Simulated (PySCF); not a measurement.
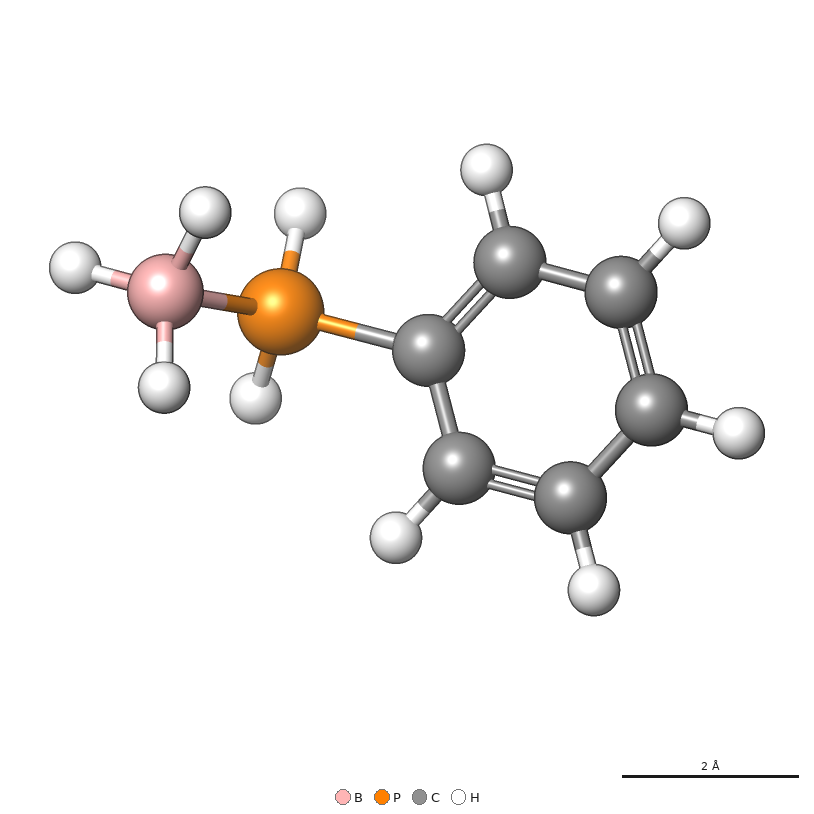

Computed geometry: PBE0-D3(BJ)/def2-SVP optimisation. No frequency run is at hand to confirm it as a minimum.

Identify the structure.

The molecule is C6H10BP. As SMILES it reads `[BH3-][PH2+]c1ccccc1`. Independent rings (smallest set): 1 of 6 members, 1 of them aromatic. Among its groups: B–H bond. Coordination: 1 B tetrahedral; 1 P tetrahedral; 6 C trigonal planar.

More results for the same structure follow; atom numbers are the same in all pictures, views and colours differ.

Geometry

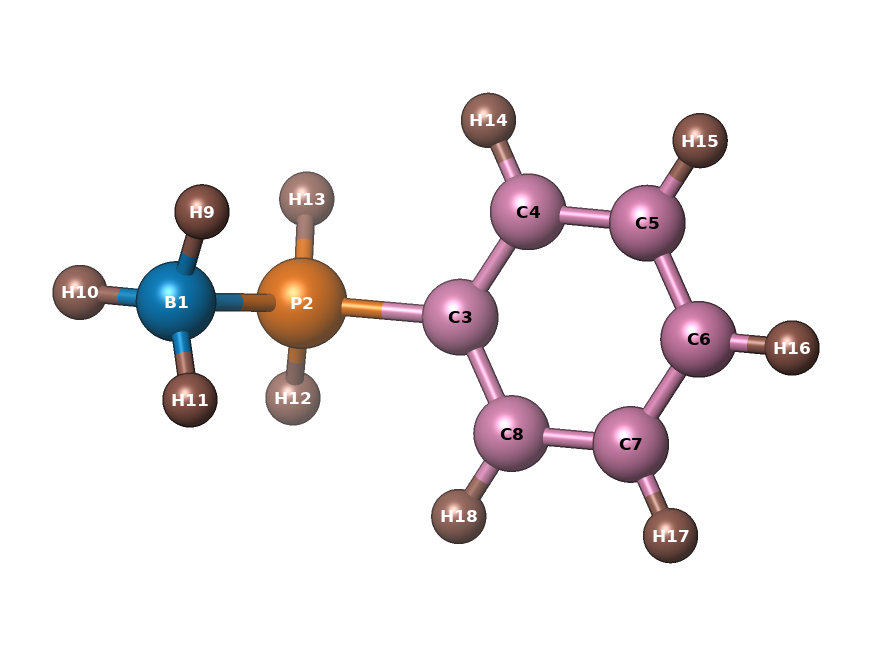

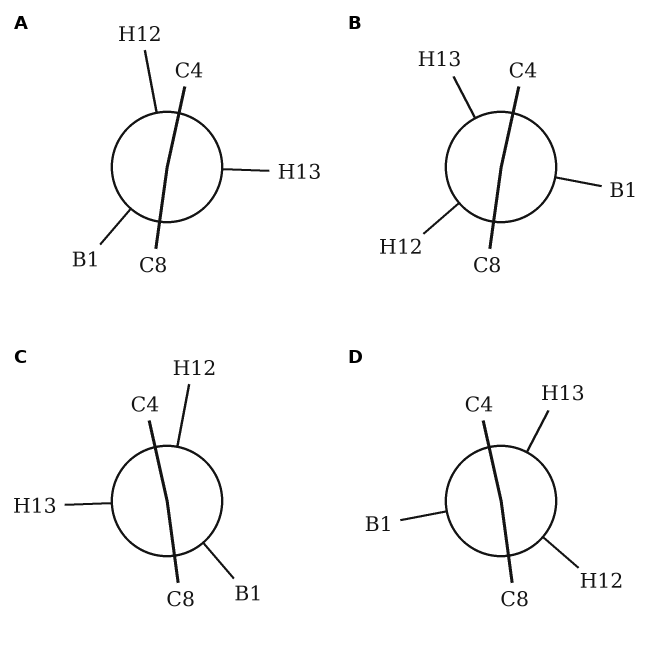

Atoms fade into the background with distance from the viewer. Bonds that would overlap in a projection are set slightly apart. No frequency run is at hand to confirm it as a minimum.

**Which Newman projection shows the view along C3–P2, with C3 in front?**

D. The torsion angle C4–C3–P2–B1 is −88°, about perpendicular.

NMR shielding

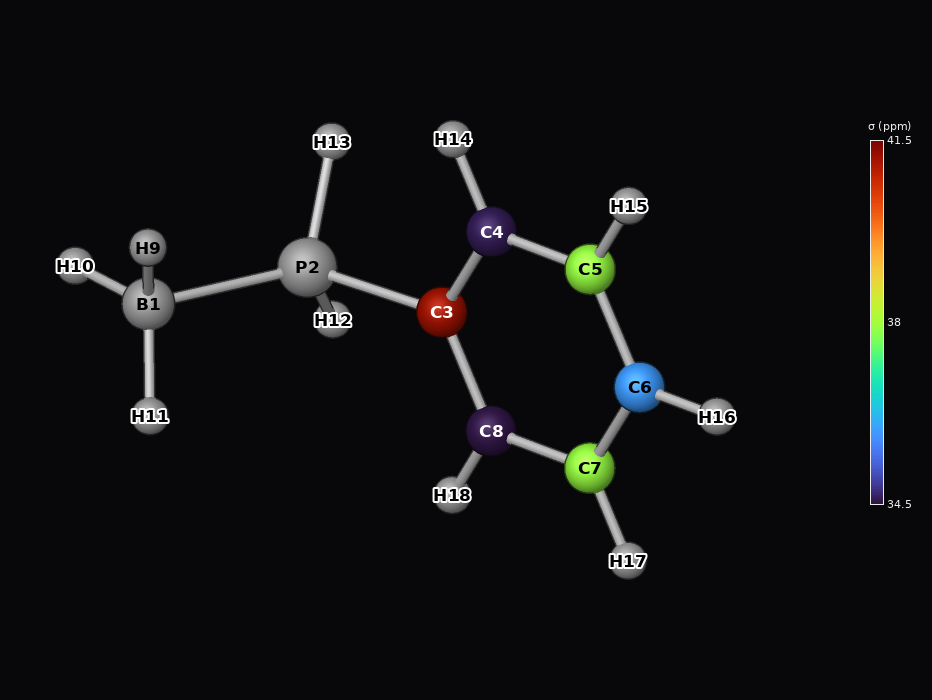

Atoms are coloured by their isotropic NMR shieldings (C only, the others grey). No frequency run is at hand to confirm it as a minimum. Properties computed with GIAO WP04/pcSseg-1 NMR shielding, non-relativistic, IEF-PCM chloroform (PySCF 2.14.0).

**Which C atom is the most shielded (lowest chemical shift)?**

C3 (41.1 ppm).

**Which C atom is the least shielded (highest chemical shift)?**

C4, C8 (34.6 ppm).

**How wide is the range of C shifts?**

6.5 ppm.

Give the isotropic NMR shieldings of the C atoms atom by atom.

| atom | σ (ppm) |
| --- | --- |
| C3 | 41.1 |
| C4 | 34.6 |
| C5 | 37.9 |
| C6 | 35.9 |
| C7 | 37.9 |
| C8 | 34.6 |

Dipole moment

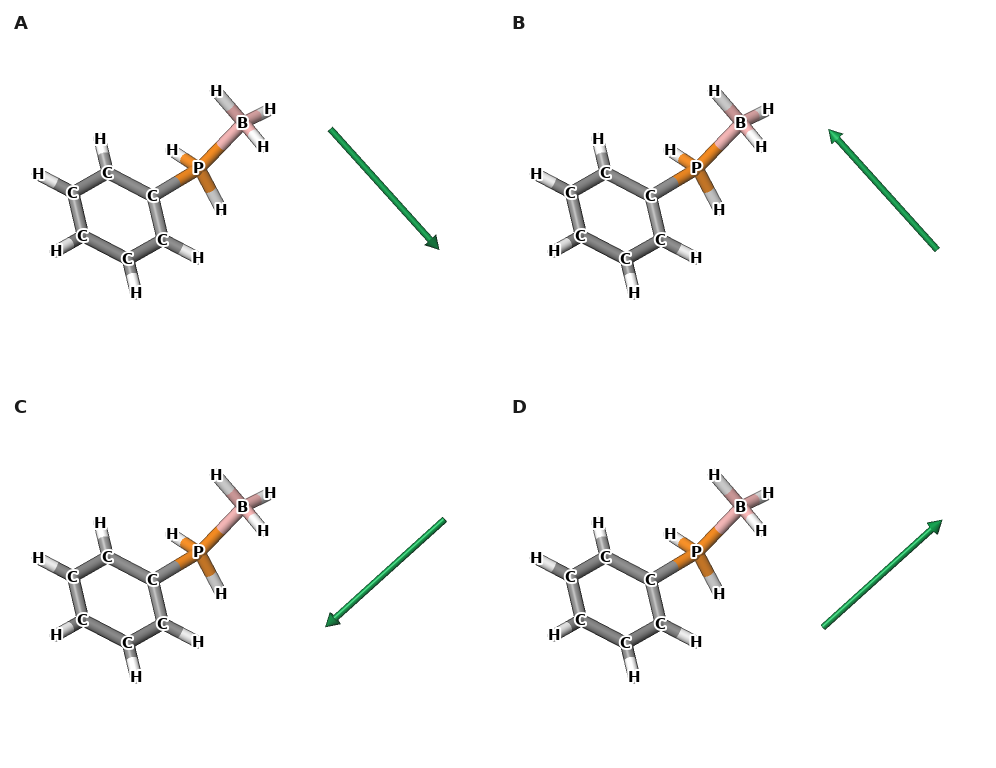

The same molecule four times, each with an arrow. No frequency run is at hand to confirm it as a minimum. Method: PBE0/def2-SVPD, gas phase (PySCF 2.14.0).

**Which arrow points along the dipole moment, from the negative to the positive end?**

C. The dipole moment is 4.87 D.

Charges

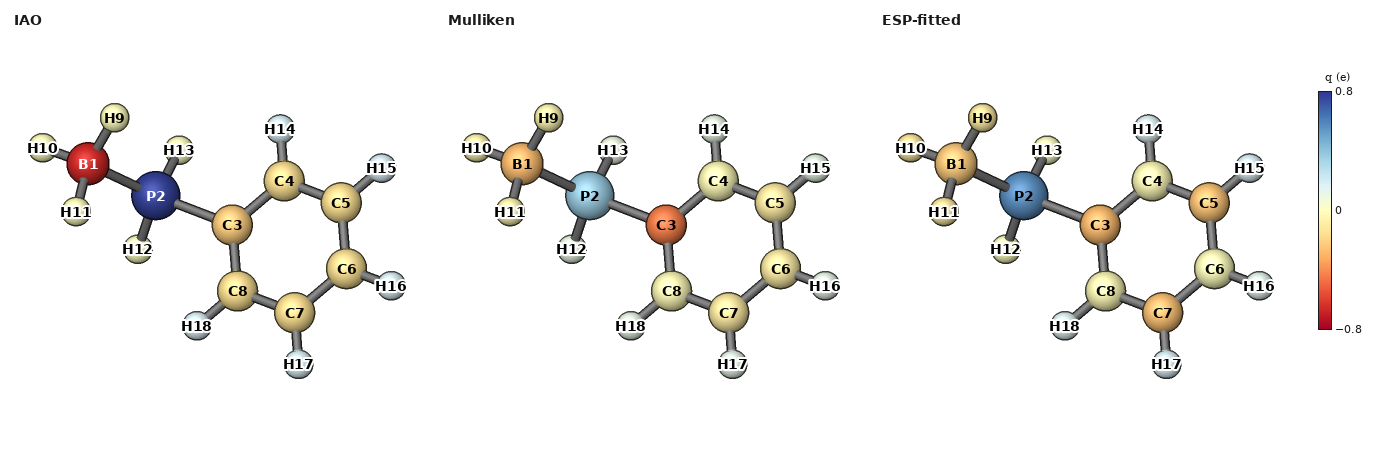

Atomic charges of one calculation by 3 schemes, on one colour scale. No frequency run is at hand to confirm it as a minimum. Computed with PBE0/pcSseg-1 in chloroform (IEF-PCM) (PySCF 2.14.0).

**Which scheme gives the most polar picture (largest mean size of the charges)?**

The IAO charges are the largest in size here, and the Mulliken charges the smallest.

**On which atom do the schemes disagree most?**

On B1 (from −0.66 to −0.22 e).

List the charges (e), one line for each set of equivalent atoms. Atoms whose distances differ by more than 0.02 Å in this geometry are listed apart.

```csv
atom,IAO,Mulliken,ESP-fitted
B1,−0.66,−0.27,−0.22
P2,0.76,0.37,0.56
C3,−0.22,−0.44,−0.27
C4,−0.15,−0.02,−0.02
C5,−0.15,−0.09,−0.24
C6,−0.14,−0.08,−0.01
C7,−0.15,−0.09,−0.24
C8,−0.15,−0.02,−0.02
H9,0.00,−0.04,−0.10
H10,0.00,−0.04,−0.11
H11,0.00,−0.04,−0.10
"H12, H13",0.01,0.10,0.01
H14,0.16,0.11,0.15
H15,0.17,0.12,0.17
H16,0.17,0.12,0.13
H17,0.17,0.12,0.17
H18,0.16,0.11,0.15
```

Levels of theory compared

No frequency run is at hand to confirm it as a minimum. Program: PySCF 2.14.0.

At this fixed geometry, give HOMO–LUMO gap (eV), HOMO energy (eV) at these levels: PBE0/def2-SVPD; PBE0/def2-SVPD in chloroform (IEF-PCM); PBE0/def2-SVPD in cyclohexane (IEF-PCM); PBE0/pcSseg-1 in chloroform (IEF-PCM); PBE0/pcSseg-1 in cyclohexane (IEF-PCM); PBE0/pcSseg-1 in dimethylsulfoxide (IEF-PCM); WP04/pcSseg-1 in chloroform (IEF-PCM); ωB97X-D/pcSseg-1 in chloroform (IEF-PCM).

| level | HOMO–LUMO gap (eV) | HOMO energy (eV) |
| --- | --- | --- |
| PBE0/def2-SVPD | 6.49 | −7.67 |
| PBE0/def2-SVPD in chloroform (IEF-PCM) | 6.57 | −7.53 |
| PBE0/def2-SVPD in cyclohexane (IEF-PCM) | 6.54 | −7.58 |
| PBE0/pcSseg-1 in chloroform (IEF-PCM) | 6.61 | −7.56 |
| PBE0/pcSseg-1 in cyclohexane (IEF-PCM) | 6.58 | −7.61 |
| PBE0/pcSseg-1 in dimethylsulfoxide (IEF-PCM) | 6.63 | −7.54 |
| WP04/pcSseg-1 in chloroform (IEF-PCM) | 5.68 | −8.63 |
| ωB97X-D/pcSseg-1 in chloroform (IEF-PCM) | 10.07 | −9.31 |

Mulliken values depend strongly on the basis set and can even reverse the polarity of a bond.
